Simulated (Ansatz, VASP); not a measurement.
# PbO (Litharge) in two plane-wave programs

Wanted: the spread between two codes on one cell, functional and k mesh. Other levels of theory on this material are compared in a session of their own. Valence electrons are named where the data sets of a main pair hold unlike numbers.

Program: Ansatz 0.2.0. Level of theory: plane waves, with VASP 6.6.1 beside it; band structure at PBE, spin-orbit coupling. Results are calculated unless marked as measured.

The database entry behind the starting cell differs from later determinations by our own check (an axis about 0.4 % long against later determinations), so it need not match the best structure at ambient conditions.

## (1) Starting point

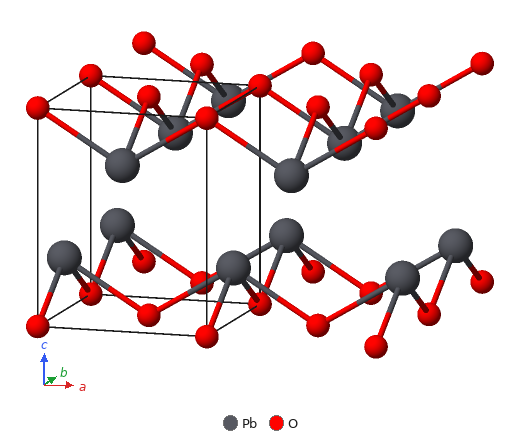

The starting structure, seen slightly off an axis (lead dark grey, oxygen red). 2×2×1 cells are drawn. Some periodic images of atoms are drawn too.

## (2) Ansatz: band structure, PBE, spin-orbit coupling

Ansatz runs on its fully relativistic PAW (standard-fr) files.

Levels along a path test the potential and the projectors away from the mesh points.

Input file input.yaml:

```yaml
crystal:
  lattice:
    - [3.99, 0.0, 0.0]
    - [0.0, 3.99, 0.0]
    - [0.0, 0.0, 5.01]
  atoms:
    - { symbol: Pb, position: [0.0, 0.5, 0.24] }
    - { symbol: Pb, position: [0.5, 0.0, 0.76] }
    - { symbol: O, position: [0.0, 0.0, 0.0] }
    - { symbol: O, position: [0.5, 0.5, 0.0] }
hamiltonian:
  xc: pbe
  pseudopotentials: { kind: paw_fr }
magnetization:
  noncollinear: true
  spin_orbit: true
kpoints:
  mp_grid: { grid: [4, 4, 3] }
  band_path:
    path:
      - [0.0, 0.0, 0.0]
      - [0.0, 0.13333, 0.0]
      - [0.0, 0.3, 0.0]
      - [0.0, 0.46667, 0.0]
      - [0.1, 0.5, 0.0]
      - [0.26667, 0.5, 0.0]
      - [0.43333, 0.5, 0.0]
      - [0.5, 0.5, 0.0]
      - [0.43333, 0.43333, 0.0]
      - [0.26667, 0.26667, 0.0]
      - [0.1, 0.1, 0.0]
      - [0.06667, 0.06667, 0.0]
      - [0.0, 0.0, 0.03333]
      - [0.0, 0.0, 0.2]
      - [0.0, 0.0, 0.36667]
      - [0.0, 0.0, 0.5]
      - [0.0, 0.16667, 0.5]
      - [0.0, 0.3, 0.5]
      - [0.0, 0.46667, 0.5]
      - [0.1, 0.5, 0.5]
      - [0.26667, 0.5, 0.5]
      - [0.43333, 0.5, 0.5]
      - [0.43333, 0.43333, 0.5]
      - [0.26667, 0.26667, 0.5]
      - [0.1, 0.1, 0.5]
      - [0.0, 0.5, 0.03333]
      - [0.0, 0.5, 0.2]
      - [0.0, 0.5, 0.36667]
      - [0.5, 0.5, 0.0]
      - [0.5, 0.5, 0.16667]
      - [0.5, 0.5, 0.33333]
      - [0.5, 0.5, 0.5]
    npoints: 1
scf:
  occupations: { method: gaussian, width: 0.02 }
  n_extra_bands: 16
output:
  forces: true
  stress: true
  eigenvalues: true
  write_density: true
  write_potential: true
  elf: true
  volumetric_format: npy
```

Launch:

```sh
$ ansatz run input.yaml --threads 2 --pin off --max-ram 4608MiB --backend cpu --events-out ev --progress --plain --runs-dir out
```

Numbers of over 12 decimals in the logs are rounded to 6 here.

The program printed:

```text
scf.n_extra_bands = 16 over 40 filled bands (N_el = 40.0): the run solves 56 bands
Engine: ansatz 0.2.0, aarch64-unknown-linux-gnu
Pseudopotentials: kind: paw_fr
Pseudopotential: Pb, paw_fr, valence charge 14, recommended cutoff 420 eV (normal), Pb.paw.azcp#standard-fr
Pseudopotential: O, paw_fr, valence charge 6, recommended cutoff 420 eV (normal), O.paw.azcp#standard-fr
Functional definition: PBE
  parameter kappa = 0.804
  parameter beta = 0.066725
  exchange = pbe_x(kappa = kappa, mu = beta*pi^2/3)
  correlation = pbe_c(beta = beta)
non-collinear run that drives no moment, with spin-orbit: no starting moment large enough to seed its density (crystal.atoms[].spin), no starting occupations that ask for one, no magnetisation constraint and no magnetic field, so the semilocal B_xc is pinned to zero
Crystal: 4 atoms, lattice volume = 79.760 Å³
Basis set: ecut = 420 eV, 1569 PW (Γ), exchange–correlation on 54×54×72 points (8 copies of the dense FFT grid, shifted against one another)
Bands: 56, of which v1, the nominal top of the filled ones, is band 40 counted from 1 (39 counted from 0)
Symmetry: 16 space group operations + 16 with time reversal
Magnetic group: BNS 129.412 (UNI 1072), of the structure as read, at distance tolerance 4.3e-5 Å
k-points: 12 of 48
Projection manifold: j_resolved (fully-relativistic pseudo-atomic orbitals)
Non-local potential: Pb, projectors of the file, l = 0: 2, l = 1: 4, l = 2: 4, l = 3: 4
Non-local potential: O, projectors of the file, l = 0: 2, l = 1: 4, l = 2: 2
PAW form: soft (Blöchl's): semilocal exchange-correlation on the pseudo side does not see the compensation charge
PAW one-centre angular grid: Pb, 590 points (default); XC on 96 Gauss nodes
PAW one-centre angular grid: O, 110 points (default); XC on 64 Gauss nodes
Initial density: superposition of atomic densities (chi_scale 0.1, normalization cell, long waves kept (reshape's long-wave potential 0.12 eV rms))
Initial wavefunctions: pseudopotential atomic-orbital guess
Functional: x = pbe(κ = 0.804, μ = 0.219515), c = pbe(β = 0.066725)
SCF iter   1: F=—  HF=-25024.418365 eV  |F-HF|=—  |Δ(HF+E_count)|=         —  Δρ=4.36e-2  dr2=1.77e0  dr2_m=0.00e0 (ungated)  ethr=3.10e-3  |M|=0.00e0 ∫|m|=0.00e0 μB  |m|>n=0.0e0 m-floor=0.0e0 τ_xc=0.0e0  β_m=0.30  ⟨swp⟩=7.6  Hψ=1878  notcnv=0  defer=38
preconditioner: auto → Resta (q_TF=auto, 2.432 Å⁻¹)  ε∞=3.2  [insulator: Δε(μ)=1.390 eV  Ē_g=17.600 eV  σ=0.020 eV  W_gap=1.00  n_scr=18 (ndim 8)  ℏωp=26.3 eV  f_vac=0.000  D(μ)=0.00/eV (n_scr^D=0)  ε∞_Penn≈3.2]
spin=Noncollinear: Resta preconditioning applied to the charge; magnetization (m_x, m_y, m_z) channels mix plain (no charge-response kernel on spin).
SCF iter   2: F=—  HF=-25024.109000 eV  |F-HF|=—  |Δ(HF+E_count)|=   3.09e-1  Δρ=2.69e-2  dr2=5.76e-1  dr2_m=0.00e0 (ungated)  ethr=3.10e-3  |M|=0.00e0 ∫|m|=0.00e0 μB  |m|>n=0.0e0 m-floor=0.0e0 τ_xc=0.0e0  β_m=0.45  ⟨swp⟩=2.3  Hψ=453  notcnv=0  defer=130
SCF iter   3: F=—  HF=-25024.010770 eV  |F-HF|=—  |Δ(HF+E_count)|=   9.82e-2  Δρ=1.10e-2  dr2=1.07e-1  dr2_m=0.00e0 (ungated)  ethr=1.44e-3  |M|=0.00e0 ∫|m|=0.00e0 μB  |m|>n=0.0e0 m-floor=0.0e0 τ_xc=0.0e0  β_m=0.50  ⟨swp⟩=2.6  Hψ=506  notcnv=0  defer=132
SCF iter   4: F=—  HF=-25024.011369 eV  |F-HF|=—  |Δ(HF+E_count)|=   5.99e-4  Δρ=4.00e-3  dr2=1.07e-2  dr2_m=0.00e0 (ungated)  ethr=2.67e-4  |M|=0.00e0 ∫|m|=0.00e0 μB  |m|>n=0.0e0 m-floor=0.0e0 τ_xc=0.0e0  β_m=0.75  ⟨swp⟩=3.2  Hψ=542  notcnv=0  defer=132
SCF iter   5: F=—  HF=-25024.017355 eV  |F-HF|=—  |Δ(HF+E_count)|=   5.99e-3  Δρ=5.94e-4  dr2=3.17e-4  dr2_m=0.00e0 (ungated)  ethr=2.68e-5  |M|=0.00e0 ∫|m|=0.00e0 μB  |m|>n=0.0e0 m-floor=0.0e0 τ_xc=0.0e0  β_m=0.88  ⟨swp⟩=2.9  Hψ=414  notcnv=0  defer=132
SCF iter   6: F=—  HF=-25024.017925 eV  |F-HF|=—  |Δ(HF+E_count)|=   5.71e-4  Δρ=1.54e-4  dr2=1.97e-5  dr2_m=0.00e0 (ungated)  ethr=7.93e-7  |M|=0.00e0 ∫|m|=0.00e0 μB  |m|>n=0.0e0 m-floor=0.0e0 τ_xc=0.0e0  β_m=0.94  ⟨swp⟩=2.2  Hψ=432  notcnv=0  defer=132
SCF iter   7: F=—  HF=-25024.017970 eV  |F-HF|=—  |Δ(HF+E_count)|=   4.43e-5  Δρ=3.21e-5  dr2=9.29e-7  dr2_m=0.00e0 (ungated)  ethr=4.92e-8  |M|=0.00e0 ∫|m|=0.00e0 μB  |m|>n=0.0e0 m-floor=0.0e0 τ_xc=0.0e0  β_m=0.96  ⟨swp⟩=2.8  Hψ=575  notcnv=0  defer=132
SCF iter   8: F=-25024.017972 eV  HF=-25024.017972 eV  |F-HF|=1.09e-7  |Δ(HF+E_count)|=   2.03e-6  Δρ=1.05e-5  dr2=9.71e-8  dr2_m=0.00e0 (ungated)  ethr=2.50e-10  |M|=0.00e0 ∫|m|=0.00e0 μB  |m|>n=0.0e0 m-floor=0.0e0 τ_xc=0.0e0  ⟨swp⟩=18.1  Hψ=3318  notcnv=0
SCF 1 converged in 8 iterations: F = -25024.017972 eV  dr2 = 9.71e-8
  Residual-converged pass: ⟨swp⟩=3.0  Hψ=624  notcnv=0  max |occ|·‖R‖ = 6.9e-9 eV (tolerance 1.0e-8 eV)  dr2=9.71e-8  dr2_m=0.00e0 (ungated)  dr2_onsite=1.01e-8  max |Δocc| = 0.0e0
  greatest PAW one-centre occupation: 0.982 electrons in one spin orbital (limit 2), on the Pb atom at site 0 (counted from 0), in its partial waves of l = 2
NSCF: frozen V_eff on 32 k-points
SCF converged after 8 iterations
Magnetization: |M| = 0.0000 μB,  M = (+0.0000, +0.0000, +0.0000) μB
Absolute magnetization: 0.0000 μB (∫|m|)
  site 0: m = (+0.0000, +0.0000, +0.0000) μB, |m| = 0.0000 μB  (R = 0.96 Å)
  site 1: m = (+0.0000, +0.0000, +0.0000) μB, |m| = 0.0000 μB  (R = 0.96 Å)
  site 2: m = (+0.0000, +0.0000, +0.0000) μB, |m| = 0.0000 μB  (R = 0.96 Å)
  site 3: m = (+0.0000, +0.0000, +0.0000) μB, |m| = 0.0000 μB  (R = 0.96 Å)
Free energy (F): -25024.017972 eV
Harris-Foulkes:  -25024.017972 eV  (|F-HF|=1.09e-7)
Internal energy: -25024.017972 eV  (E = F + TS)
E sigma→0 (E₀):  -25024.017972 eV
Fermi energy:    8.980210 eV
--- Per-component energies (eV) ---
  E_band       = -104.885897
  E_kinetic    = 928.712488
  E_local      = -3094.245849  (includes V_loc(G=0)·N_el)
  E_nonlocal   = 799.465651
  E_hartree    = 1229.043798
  E_xc         = -588.582703
  E_vxc        = -452.763325  (∫ρ·V_xc dr)
  E_paw        = -21208.046207  (= ΣΔE_a)
  E_vpaw       = -744.152003  (= ΣTr[D̂ρ^β])
  E_aug_tail   = 0.004818  (compensation charges beyond the density's cutoff)
  E_ewald      = -3090.369968
  E_smearing   = -0.000000  (= −TS)
  E_closure    = 0.000000  (closes the sum)
  Σ components = -25024.017972   (vs F -25024.017972, Δ=0.00e0)
--- Forces (eV/Å), atoms counted from 1 ---
  atom   1  Pb     0.00000000     0.00000000     0.02361877
  atom   2  Pb     0.00000000     0.00000000    -0.02361877
  atom   3  O      0.00000000     0.00000000     0.00000000
  atom   4  O      0.00000000     0.00000000     0.00000000
  max |Σ_I F_I| component: 0.00e0 eV/Å
--- Stress (GPa, compression-positive) ---
        3.029012       0.000000       0.000000
        0.000000       3.029012       0.000000
        0.000000       0.000000       2.307917
  P = ⅓ Tr σ = 2.7886 GPa (27.886 kbar)
--- Band table (eV; the first three rows and the last of 12) ---
  k-point 0: bands = [... 36 lower, 6.8697, 6.8697, 8.4234, 8.4234, 10.6681, 10.6681, 12.8412, 12.8412, ... 12 higher]
  k-point 1: bands = [... 36 lower, 6.8561, 6.8561, 7.7805, 7.7805, 10.2761, 10.2761, 12.0847, 12.0847, ... 12 higher]
  k-point 2: bands = [... 36 lower, 6.5067, 6.5067, 8.1852, 8.1852, 11.5823, 11.5823, 11.9955, 11.9955, ... 12 higher]
  k-point 11: bands = [... 36 lower, 7.3964, 7.3964, 7.3964, 7.3964, 10.8575, 10.8575, 10.8575, 10.8575, ... 12 higher]
```

Wall time 15 s (2 threads of Arm Neoverse V2, shared host); peak memory 0.54 GiB; 30 s of CPU time.

## (3) VASP: band structure, PBE, spin-orbit coupling

The same cell, functional, mesh and smearing now go to VASP, with its own data sets.

Lines of VASP's logs that name or quote its potential files are left out, and so is its time.

Input file INCAR:

```
SYSTEM = PbO
PREC = Accurate
ENCUT = 520
EDIFF = 1E-06
NELM = 100
ISMEAR = 0
SIGMA = 0.02
LREAL = .FALSE.
ALGO = Normal
GGA = PE
LNONCOLLINEAR = .TRUE.
MAGMOM = 0 0 0 0 0 0 0 0 0 0 0 0
NBANDS = 52
GGA_COMPAT = .FALSE.
LASPH = .TRUE.
LSORBIT = .TRUE.
LORBIT = 11
LWAVE = .FALSE.
LCHARG = .FALSE.
KPAR = 4
NCORE = 2
```

Input file POSCAR:

```
PbO
1.0
    3.9900000000      0.0000000000      0.0000000000
    0.0000000000      3.9900000000      0.0000000000
    0.0000000000      0.0000000000      5.0100000000
Pb O
2 2
Direct
    0.0000000000      0.5000000000      0.2400000000
    0.5000000000      0.0000000000      0.7600000000
    0.0000000000      0.0000000000      0.0000000000
    0.5000000000      0.5000000000      0.0000000000
```

Input file KPOINTS:

```
Automatic mesh
0
Gamma
4 4 3
0 0 0
```

Input file KPOINTS_OPT:

```
Line mode
16
Line-mode
Reciprocal
  0.00000000   0.00000000   0.00000000 GAMMA
  0.00000000   0.50000000   0.00000000 X

  0.00000000   0.50000000   0.00000000 X
  0.50000000   0.50000000   0.00000000 M

  0.50000000   0.50000000   0.00000000 M
  0.00000000   0.00000000   0.00000000 GAMMA

  0.00000000   0.00000000   0.00000000 GAMMA
  0.00000000   0.00000000   0.50000000 Z

  0.00000000   0.00000000   0.50000000 Z
  0.00000000   0.50000000   0.50000000 R

  0.00000000   0.50000000   0.50000000 R
  0.50000000   0.50000000   0.50000000 A

  0.50000000   0.50000000   0.50000000 A
  0.00000000   0.00000000   0.50000000 Z

  0.00000000   0.50000000   0.00000000 X
  0.00000000   0.50000000   0.50000000 R

  0.50000000   0.50000000   0.00000000 M
  0.50000000   0.50000000   0.50000000 A
```

Potentials, in the order of the species: Pb_d and O (PBE family, release 64).

Launch:

```sh
$ mpirun -np 8 vasp_ncl
```

The program printed:

```text
[banner, memory and clock lines left out]
running    8 mpi-ranks, on    1 nodes
 distrk:  each k-point on    2 cores,    4 groups
 distr:  one band on    2 cores,    1 groups

 POSCAR found type information on POSCAR PbO
 POSCAR found :  2 types and       4 ions
 LDA part: xc-table for (Slater+PW92), standard interpolation
 POSCAR, INCAR and KPOINTS ok, starting setup
 FFT: planning ... GRIDC
 FFT: planning ... GRID_SOFT
 FFT: planning ... GRID
 WAVECAR not read
 entering main loop
       N       E                     dE             d eps       ncg     rms          rms(c)
DAV:   1     0.543084131453E+03    0.54308E+03   -0.18866E+04  1248   0.184E+03
DAV:   2     0.680732765181E+02   -0.47501E+03   -0.44813E+03  1296   0.515E+02
DAV:   3    -0.200116104640E+02   -0.88085E+02   -0.83315E+02  1560   0.241E+02
DAV:   4    -0.265055818492E+02   -0.64940E+01   -0.64067E+01  1644   0.676E+01
DAV:   5    -0.266656209825E+02   -0.16004E+00   -0.15965E+00  1636   0.121E+01    0.122E+01
DAV:   6    -0.223178052197E+02    0.43478E+01   -0.15692E+01  1848   0.429E+01    0.533E+00
DAV:   7    -0.222063818696E+02    0.11142E+00   -0.27211E+00  1680   0.152E+01    0.255E+00
DAV:   8    -0.221942939999E+02    0.12088E-01   -0.53353E-01  1732   0.516E+00    0.758E-01
DAV:   9    -0.221843650059E+02    0.99290E-02   -0.33733E-02  1888   0.286E+00    0.214E-01
DAV:  10    -0.221858381690E+02   -0.14732E-02   -0.10188E-02  1668   0.934E-01    0.133E-01
DAV:  11    -0.221864944946E+02   -0.65633E-03   -0.10094E-03  2008   0.308E-01    0.712E-02
DAV:  12    -0.221864214133E+02    0.73081E-04   -0.65000E-04  1868   0.381E-01    0.432E-02
DAV:  13    -0.221864008756E+02    0.20538E-04   -0.11365E-04  1792   0.125E-01    0.211E-02
DAV:  14    -0.221863994767E+02    0.13989E-05   -0.27827E-05  1652   0.386E-02    0.820E-03
DAV:  15    -0.221863988878E+02    0.58894E-06   -0.14300E-06  1144   0.931E-03
   1 F= -.22186399E+02 E0= -.22186399E+02  d E =-.569127E-28  mag=     0.0000     0.0000    -0.0000
 Start KPOINTS_OPT (optional k-point list driver)
k-point batch [1-12\144]
       N       E                     dE             ncg
DAV:   1     0.376874364054E+04    0.91602E+03     1248
DAV:   2    -0.175890837845E+04   -0.55277E+04     1256
DAV:   3    -0.278740815166E+04   -0.10285E+04     1520
DAV:   4    -0.287663816644E+04   -0.89230E+02     1644
DAV:   5    -0.287926921149E+04   -0.26310E+01     1648
DAV:   6    -0.287937367207E+04   -0.10446E+00     1676
DAV:   7    -0.287938026280E+04   -0.65907E-02     1868
DAV:   8    -0.287938046001E+04   -0.19721E-03     1812
DAV:   9    -0.287938046317E+04   -0.31558E-05     1404
DAV:  10    -0.287938046335E+04   -0.17834E-06     1008
[...]
k-point batch [133-144\144]
       N       E                     dE             ncg
DAV:   1     0.355733148368E+04   -0.13509E+05     1248
DAV:   2    -0.190434311306E+04   -0.54617E+04     1320
DAV:   3    -0.282205363432E+04   -0.91771E+03     1528
DAV:   4    -0.289715289833E+04   -0.75099E+02     1616
DAV:   5    -0.289919950539E+04   -0.20466E+01     1536
DAV:   6    -0.289930464608E+04   -0.10514E+00     1624
DAV:   7    -0.289931058422E+04   -0.59381E-02     1736
DAV:   8    -0.289931083272E+04   -0.24850E-03     1732
DAV:   9    -0.289931083550E+04   -0.27860E-05     1336
DAV:  10    -0.289931083567E+04   -0.16107E-06      836
```

(Part 1 of 2 ends here.)

[Lines on the potential files, build, host, timing and source positions are cut from VASP's logs without a mark.]

[Logs are printed without paths, hosts, clocks, repeated set-up lines and the standing remarks that a program may print on its own settings, such as how far it seeks lower states.]

[Hosts, paths, dates, database ids (printed as entryN), source tags and the programs' standing remarks are cut or masked in the printed files.]
